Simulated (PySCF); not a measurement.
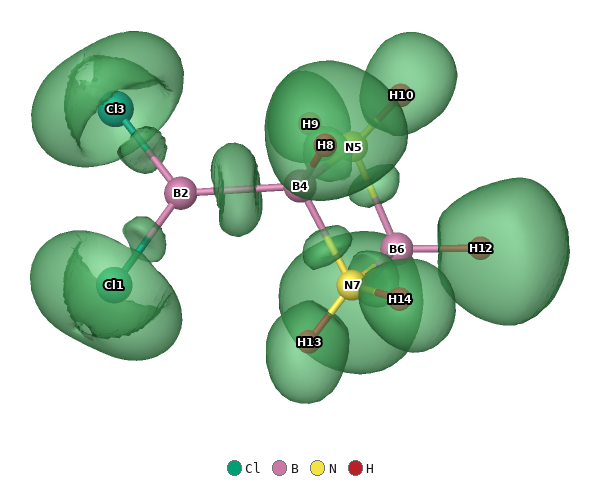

Figure 1: B₃Cl₂H₇N₂ (SMILES ClB(Cl)[BH-]1[NH2+][BH2-][NH2+]1). Isosurface of the ELF at 0.85 (green), seen at a tilt. Only the valence region is drawn (cores and ρ < 0.01 e/Å³ removed).

Geometry: GFN2-xTB.

Computed with PySCF, PBE0/def2-SVPD, SCF density, gas phase.

The calculation's input:

```
{"job": {"kind": "uv", "xc": "PBE0", "basis": "def2-SVPD", "nstates": 6, "ntriplets": 2}, "charge": 0, "multiplicity": 1}
Cl     2.504860    -1.752111     0.995622
B      1.925586    -0.248146     0.349106
Cl     2.905029     1.129581     0.744418
B      0.516678    -0.134606    -0.599299
N     -0.336310     1.175245    -0.309897
B     -1.460241     0.247215     0.329225
N     -0.664655    -1.067172    -0.088100
H      0.695903    -0.277913    -1.768777
H      0.093494     1.838829     0.321860
H     -0.633193     1.681768    -1.133120
H     -1.509156     0.371922     1.505833
H     -2.499708     0.343246    -0.232309
H     -0.424676    -1.691535     0.671390
H     -1.114290    -1.616795    -0.808116
```

Command:

```sh
OMP_NUM_THREADS=1 python probes_run.py task.json out
```

Question: Identify the bonds, lone pairs and shells in this picture.

Answer: At this value the surface marks out one region between bonded B–B atoms (shared pairs), two regions between bonded B–Cl atoms (shared pairs), four regions between bonded B–N atoms (shared pairs), seven regions around hydrogen nuclei and two rings or bowls of non-bonding electrons around Cl.

Values along the shortest contacts:
B–N (1.59 Å): the ELF peaks at about 0.95 between the atoms; a polar covalent bond. B–B (1.70 Å): the ELF peaks at about 1 between the atoms, as expected for localised, covalent bonding.
